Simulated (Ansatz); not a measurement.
# C3H4BrCl: what the fields show

```yaml
atoms:
  - { symbol: C, position_ang: [-0.8039, 1.6606, -1.3130] }
  - { symbol: C, position_ang: [-1.6214, 0.4475, -0.9403] }
  - { symbol: C, position_ang: [-1.9461, 1.7972, -0.3517] }
  - { symbol: Br, position_ang: [-1.5955, 2.1707, 1.5070] }
  - { symbol: Cl, position_ang: [-0.9475, 2.3718, -2.9287] }
  - { symbol: H, position_ang: [0.2202, 1.7400, -0.9169] }
  - { symbol: H, position_ang: [-1.1340, -0.3058, -0.3018] }
  - { symbol: H, position_ang: [-2.3301, 0.0480, -1.6828] }
  - { symbol: H, position_ang: [-2.8509, 2.3160, -0.7020] }
```

Geometry: PBE-D3(BJ)/def2-SVP.

Method: isolated molecule in a Gaussian basis; Kohn-Sham density functional theory, functional PBE0 (Ansatz).

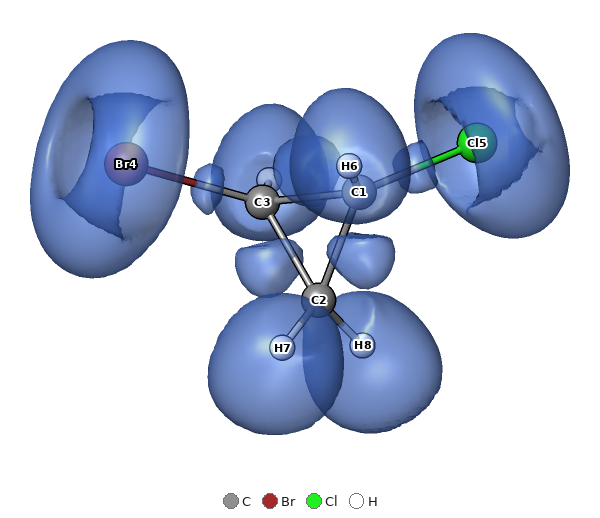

Figure 1. Isosurface of the electron localisation function at 0.8 (blue), seen across its widest extent. Core shells and regions of very low density are left out.

### Where are the electrons localised?

The surface consists of one region between bonded Br–C atoms (shared pairs), three regions between bonded C–C atoms (shared pairs), one region between bonded C–Cl atoms (shared pairs), four regions around hydrogen nuclei, one ring or bowl of non-bonding electrons around Br and one ring or bowl of non-bonding electrons around Cl. Along the contacts the grid gives the following. C–C (1.50 Å): the ELF peaks at about 0.90 between the atoms, as expected for a covalent bond. C–Cl (1.77 Å): the ELF peaks at about 0.90 between the atoms; localised, covalent bonding.

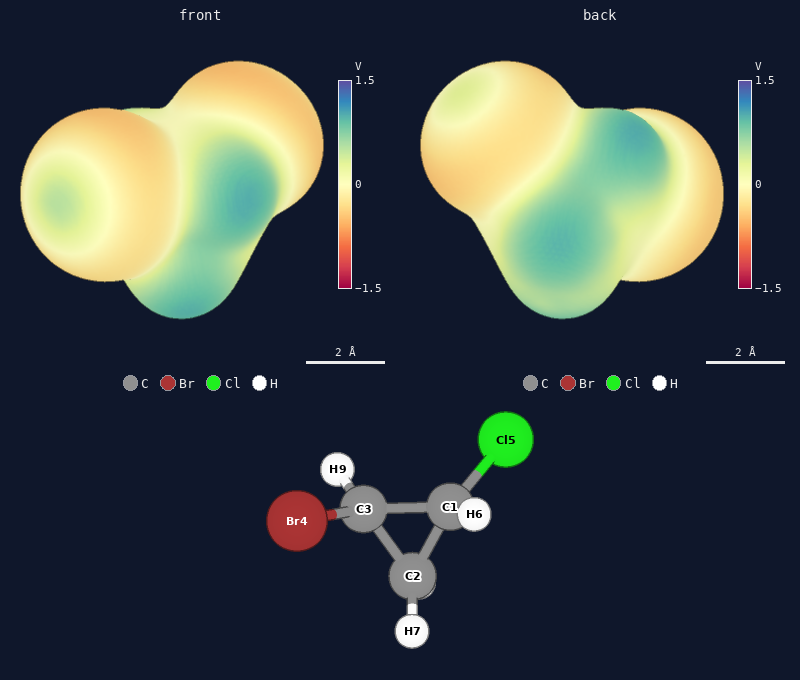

Figure 2. The molecular electrostatic potential painted on the density surface at 0.001 e/bohr³, seen from the front and from behind; the colour scale runs from red (negative) to blue (positive). The bare structure is drawn below in the same view.

### Where is the surface potential most negative and most positive?

The most negative region (about −0.5 V, or −12 kcal/mol for a unit charge) lies over Br4 and Cl5, the most positive (about +1.0 V, or +23 kcal/mol for a unit charge) over H6, H7, H8 and H9. Br4 shows a σ-hole: about +0.5 V, or +12 kcal/mol for a unit charge at the tip opposite its bond, against about −0.3 V, or −7 kcal/mol for a unit charge on its flanks. Cl5 shows a σ-hole: about +0.3 V at the tip opposite its bond, against about −0.3 V, or −7 kcal/mol for a unit charge on its flanks.

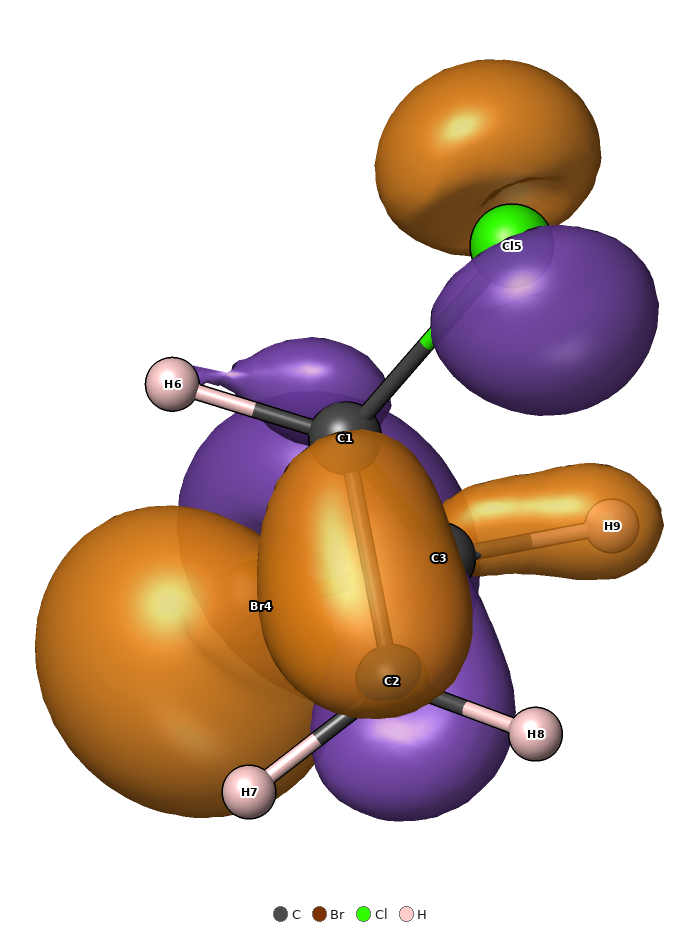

Figure 3. The HOMO−1 at ±0.15 Å⁻³ᐟ² (orange and purple are the two phases), seen at an oblique angle.

### What is the character of this orbital?

Its weight (Hirshfeld) is mainly on Br4 (about 55 %), Cl5 (about 15 %), C2 (about 10 %) and C1 (about 5 %); largely a combination of lone pairs on Br4 and Cl5. Its energy is −8.08 eV.
